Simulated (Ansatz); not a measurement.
**Geometry relaxation, with input and output: C2H5AlO2S (part 1 of 2)**

C2H5AlO2S, computed with RKS PBE-D4/def2-SVP (Ansatz 0.2.0).

The geometry: force-field start. Figures and captions count atoms from 1; the log counts them from 0 in places.

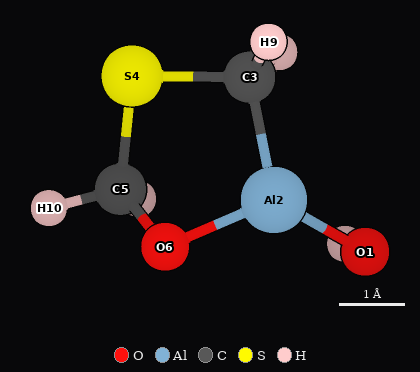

Fig. 1: The starting structure (ball-and-stick view, seen at a tilt; atoms are numbered from 1 in the order of the input). Sticks mark near contacts.

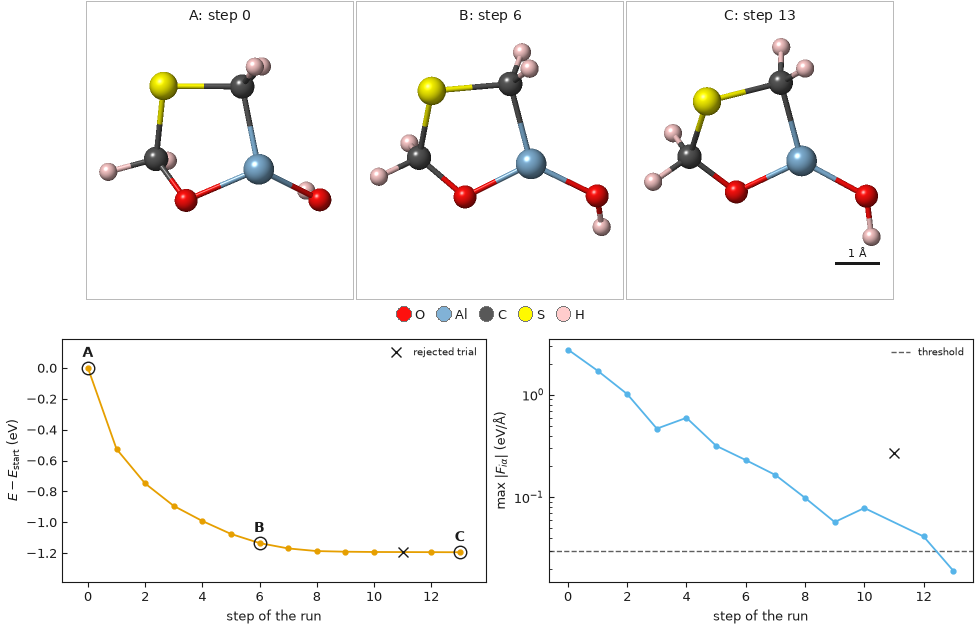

Fig. 2: Frames of the relaxation (ball-and-stick view, seen at a tilt) above the curves, on which the letters mark them (the first geometry is step 0 here and step 1 in the log).

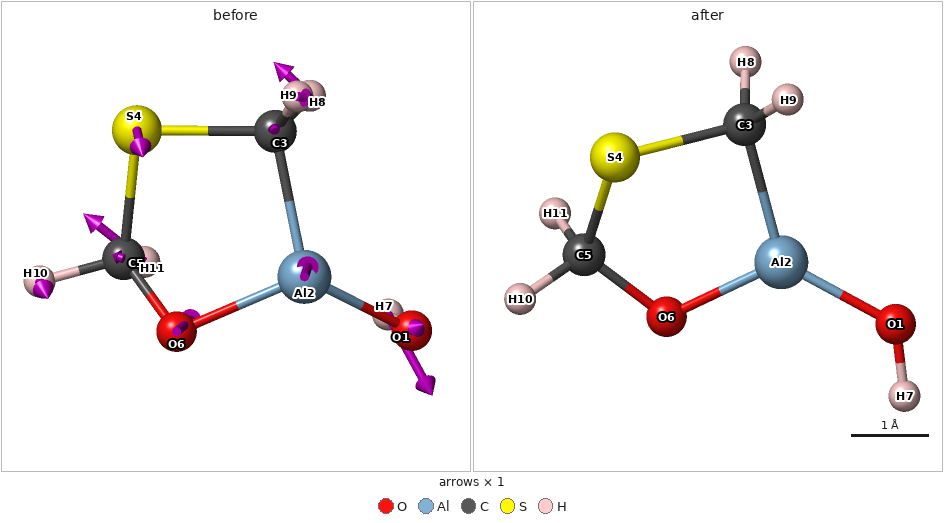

Fig. 3: Before (left) and after (right) the relaxation, at one scale (ball-and-stick view, seen at a tilt). The pink arrows give the displacements, at true length. The atom that moves furthest after the best rigid fit is H7 (1.57 Å). By element the largest moves are H 1.57 Å, O 1.16 Å, Al 0.76 Å, S 0.61 Å, C 0.17 Å. Distances before and after: O1–Al2 1.851 → 1.706 Å, Al2–O6 1.830 → 1.747 Å, C3–H8 1.045 → 1.111 Å, O1–H7 1.020 → 0.970 Å. Among the angles that change: Al2–O1–H7 100.0° → 124.4°, O1–Al2–C3 120.2° → 131.0°, Al2–O6–C5 103.0° → 111.2°. The energy falls by 1.194 eV in 13 geometry steps. Largest force component: 2.8 eV/Å at the start, 0.019 eV/Å at the end. The line search rejected the trial step at point 11 (counted from 0) and went back. (Atoms are counted from 1 in the order of the input.)

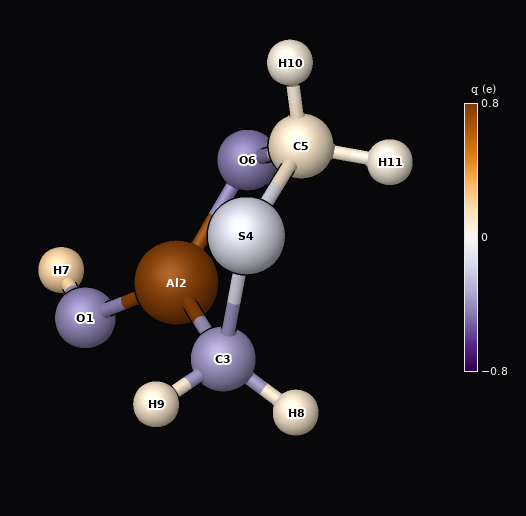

Fig. 4: Mulliken charges, as the colour of each atom (ball-and-stick view, seen at a tilt; atoms are numbered from 1 in the order of the input). By element: O −0.45 to −0.41, Al +0.76, C −0.38 to +0.11, S −0.13 and H +0.06 to +0.19 e.

The input and output of the run follow.

### Input file
```yaml
crystal:
  periodic: [false, false, false]
  atoms:
    - {symbol: O, position_ang: [0.095100, -2.685100, 0.054400]}
    - {symbol: Al, position_ang: [0.799900, -0.973600, 0.096300]}
    - {symbol: C, position_ang: [0.461100, 0.262600, -1.371700]}
    - {symbol: S, position_ang: [0.218700, 1.830600, -0.488100]}
    - {symbol: C, position_ang: [-0.373300, 1.044600, 1.094000]}
    - {symbol: O, position_ang: [0.549500, 0.104400, 1.554000]}
    - {symbol: H, position_ang: [-0.901600, -2.466200, 0.063600]}
    - {symbol: H, position_ang: [-0.343800, -0.036500, -1.967800]}
    - {symbol: H, position_ang: [1.399200, 0.389200, -1.952400]}
    - {symbol: H, position_ang: [-0.432600, 1.858100, 1.896100]}
    - {symbol: H, position_ang: [-1.406800, 0.615100, 1.042000]}
basis:
  gaussian: {orbitals: def2-SVP}
hamiltonian: {xc: pbe, dispersion: d4}
relax: {f_tol: 0.03, max_steps: 200}
```

Launched with:
```bash
ansatz run in.yaml --threads 4 --pin off --events-out ev --progress --plain --max-ram 10444MiB
```

### Output
```
Functional definition: PBE
  name "PBE"
  cite "Perdew, Burke & Ernzerhof, Phys. Rev. Lett. 77, 3865 (1996) doi:10.1103/PhysRevLett.77.3865"
  parent pbe
  parameter kappa = 0.804
  parameter beta = 0.06672455060314922
  exchange = pbe_x(kappa = kappa, mu = beta*pi^2/3)
  correlation = pbe_c(beta = beta)
1290 factors; their error is unknown
mean field evaluation 1: about -23639.7709 eV, gradient 9.1e1 eV
mean field evaluation 2: about -23542.5916 eV, gradient 2.1e2 eV
mean field evaluation 4: about -23656.5218 eV, gradient 2.0e1 eV
mean field evaluation 8: about -23657.5375 eV, gradient 4.4e-1 eV
mean field evaluation 16: about -23657.4705 eV, gradient 2.7e-4 eV
mean field -23657.47052628 eV, -869.3960062312 hartree, gradient 3.6e-5 eV, S^2 0.000000; 0 other end points of the search recorded, 0 dependent functions left out
the calculation of the forces begins
reference -23657.47056526 eV, -869.3960076639 hartree; 31, 31 occupied and 86, 86 virtual orbitals, 1290 factors
relax step   1: F+E_penalty+E_count = -23657.75389977 eV  Δ(F+E_penalty+E_count) = +0.000e0 eV  max|allowed force component| = 2.756e0 eV/Å  Δτ_max = 0.0000 Å  (30 SCF iters, accepted)
these checks for a lower state are left out or cut short: starts, cluster_reference, orbital_swaps, neighbouring_geometries, increment
1290 factors; their error is unknown
mean field -23657.99909282 eV, -869.4154306935 hartree, gradient 2.7e-5 eV, S^2 0.000000; 0 other end points of the search recorded, 0 dependent functions left out
[... from here on the field's lines of each further geometry are left out, up to the last ...]
relax step   2: F+E_penalty+E_count = -23658.27913254 eV  Δ(F+E_penalty+E_count) = -5.252e-1 eV  max|allowed force component| = 1.716e0 eV/Å  Δτ_max = 0.1962 Å  (35 SCF iters, accepted)
relax step   3: F+E_penalty+E_count = -23658.50233873 eV  Δ(F+E_penalty+E_count) = -2.232e-1 eV  max|allowed force component| = 1.015e0 eV/Å  Δτ_max = 0.1971 Å  (35 SCF iters, accepted)
relax step   4: F+E_penalty+E_count = -23658.64772718 eV  Δ(F+E_penalty+E_count) = -1.454e-1 eV  max|allowed force component| = 4.675e-1 eV/Å  Δτ_max = 0.2000 Å  (35 SCF iters, accepted)
relax step   5: F+E_penalty+E_count = -23658.74538904 eV  Δ(F+E_penalty+E_count) = -9.766e-2 eV  max|allowed force component| = 5.959e-1 eV/Å  Δτ_max = 0.2000 Å  (29 SCF iters, accepted)
relax step   6: F+E_penalty+E_count = -23658.82928762 eV  Δ(F+E_penalty+E_count) = -8.390e-2 eV  max|allowed force component| = 3.182e-1 eV/Å  Δτ_max = 0.2000 Å  (35 SCF iters, accepted)
relax step   7: F+E_penalty+E_count = -23658.88857798 eV  Δ(F+E_penalty+E_count) = -5.929e-2 eV  max|allowed force component| = 2.309e-1 eV/Å  Δτ_max = 0.2000 Å  (34 SCF iters, accepted)
relax step   8: F+E_penalty+E_count = -23658.92321480 eV  Δ(F+E_penalty+E_count) = -3.464e-2 eV  max|allowed force component| = 1.653e-1 eV/Å  Δτ_max = 0.2000 Å  (35 SCF iters, accepted)
relax step   9: F+E_penalty+E_count = -23658.94031231 eV  Δ(F+E_penalty+E_count) = -1.710e-2 eV  max|allowed force component| = 9.892e-2 eV/Å  Δτ_max = 0.1707 Å  (30 SCF iters, accepted)
relax step  10: F+E_penalty+E_count = -23658.94441064 eV  Δ(F+E_penalty+E_count) = -4.098e-3 eV  max|allowed force component| = 5.752e-2 eV/Å  Δτ_max = 0.0679 Å  (30 SCF iters, accepted)
relax step  11: F+E_penalty+E_count = -23658.94622445 eV  Δ(F+E_penalty+E_count) = -1.814e-3 eV  max|allowed force component| = 7.876e-2 eV/Å  Δτ_max = 0.0709 Å  (31 SCF iters, accepted)
relax step  12: F+E_penalty+E_count = -23658.94551732 eV  Δ(F+E_penalty+E_count) = +7.071e-4 eV  max|allowed force component| = 2.719e-1 eV/Å  Δτ_max = 0.0413 Å  (29 SCF iters, rejected (line search))
relax step  13: F+E_penalty+E_count = -23658.94730569 eV  Δ(F+E_penalty+E_count) = -1.081e-3 eV  max|allowed force component| = 4.161e-2 eV/Å  Δτ_max = 0.0207 Å  (30 SCF iters, accepted)
the calculation of the forces begins
reference -23658.66915437 eV, -869.4400550011 hartree; 31, 31 occupied and 86, 86 virtual orbitals, 1290 factors
relax step  14: F+E_penalty+E_count = -23658.94787647 eV  Δ(F+E_penalty+E_count) = -5.708e-4 eV  max|allowed force component| = 1.932e-2 eV/Å  Δτ_max = 0.0328 Å  (31 SCF iters, accepted)
1290 factors; their error is unknown
mean field evaluation 128: about -23658.7338 eV, gradient 7.0e-2 eV
mean field -23658.66911501 eV, -869.4400535546 hartree, gradient 2.4e-5 eV, S^2 0.000000; 1 other end points of the search recorded, 0 dependent functions left out
the calculation of the forces begins
reference -23658.66915437 eV, -869.4400550011 hartree; 31, 31 occupied and 86, 86 virtual orbitals, 1290 factors
Total energy: -23658.94791583 eV, -869.4502992958 hartree
Atom 0 at     0.331186    -2.739363    -0.114219 Å, force    -0.000984     0.006956     0.000160 eV/Å
Atom 1 at     0.057474    -1.055464    -0.075317 Å, force     0.005536    -0.010681    -0.003742 eV/Å
Atom 2 at     0.355975     0.322582    -1.426787 Å, force    -0.004294    -0.002195    -0.012736 eV/Å
Atom 3 at     0.762428     1.666348    -0.230849 Å, force     0.013650     0.000226    -0.003108 eV/Å
Atom 4 at    -0.450531     1.189875     1.129820 Å, force    -0.019319     0.006973     0.015150 eV/Å
Atom 5 at    -0.554297    -0.187104     1.312087 Å, force    -0.002450     0.004474     0.009739 eV/Å
Atom 6 at     0.249464    -3.325734     0.653634 Å, force     0.000741    -0.005866     0.003718 eV/Å
Atom 7 at    -0.470601     0.595391    -2.116478 Å, force    -0.001290     0.003227    -0.001046 eV/Å
Atom 8 at     1.268544     0.135213    -2.026351 Å, force     0.002044     0.004506    -0.001103 eV/Å
Atom 9 at    -0.043745     1.700543     2.031439 Å, force    -0.002087    -0.004381    -0.007828 eV/Å
Atom 10 at    -1.440497     1.640914     0.883421 Å, force     0.008453    -0.003239     0.000796 eV/Å
Dipole moment:    -0.145468    -0.242591     0.033214 e Å
```

### Trajectory as extended XYZ (Å, eV, eV/Å), 14 frames, from step=1 to step=14
```
11
Properties=species:S:1:pos:R:3:forces:R:3 step=1 energy=-23657.75390
O     0.0951   -2.6851    0.0544   -0.4717   2.2119   0.1383
Al    0.7999   -0.9736    0.0963   -1.8935  -1.3486   1.0835
C     0.4611    0.2626   -1.3717    2.7561   1.0128   1.1142
S     0.2187    1.8306   -0.4881   -0.6495   0.0932   0.0723
C    -0.3733    1.0446    1.0940    0.4088   0.9875   1.6560
O     0.5495    0.1044    1.5540    0.3260  -1.4591  -0.8961
H    -0.9016   -2.4662    0.0636    1.6151  -0.5877   0.0675
H    -0.3438   -0.0365   -1.9678   -1.8023  -0.6557  -1.5297
H     1.3992    0.3892   -1.9524   -0.2513  -0.0968  -0.3279
H    -0.4326    1.8581    1.8961   -0.0197  -0.2533  -0.9006
H    -1.4068    0.6151    1.0420   -0.0179   0.0959  -0.4774
11
Properties=species:S:1:pos:R:3:forces:R:3 step=2 energy=-23658.27913
O     0.1490   -2.7237    0.0616   -0.5471   1.7156   0.0988
Al    0.6406   -0.9858    0.0872   -0.6751  -0.9578   0.5897
C     0.4906    0.2973   -1.4024    0.6724   0.0377   0.6907
S     0.1765    1.8342   -0.4698    0.0034   0.3943  -0.1155
C    -0.3490    1.0786    1.1536   -0.0990  -0.1502   0.4047
O     0.4894    0.0250    1.5721   -0.1796  -0.4366  -0.8557
H    -0.8493   -2.6430    0.1306    1.0535  -0.4622   0.0090
H    -0.3290    0.0088   -2.0630   -0.4452  -0.0765  -0.5092
H     1.4289    0.4176   -1.9800   -0.0846  -0.0374  -0.0657
H    -0.3716    1.9105    1.9080    0.1336  -0.1614  -0.3359
H    -1.4107    0.7237    1.0226    0.1676   0.1345   0.0892
```
